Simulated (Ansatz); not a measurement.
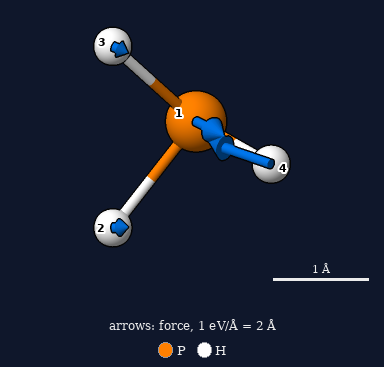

Starting geometry of PH$_{3}$ with the computed forces as blue arrows. The picture is a ball-and-stick view, seen at a tilt.

The calculation used Ansatz, RKS PBE0-D4/def2-TZVP. (force threshold 0.005 eV/Å; at most 200 steps)

**What follows when this structure is relaxed?**

It isn't relaxed: the largest force vector, on H4, is 0.45 eV/Å. The final displacements follow the starting forces only in part (cosine between the two patterns 0.70). The energy falls by 0.76 kJ/mol in 3 geometry steps. The largest force component goes from 0.45 to 0.0027 eV/Å. The largest move after the best rigid fit is that of H4, 0.033 Å. By element the largest moves are H 0.033 Å, P 0.007 Å. Among the contacts that change: P1–H4 1.441 → 1.420 Å.
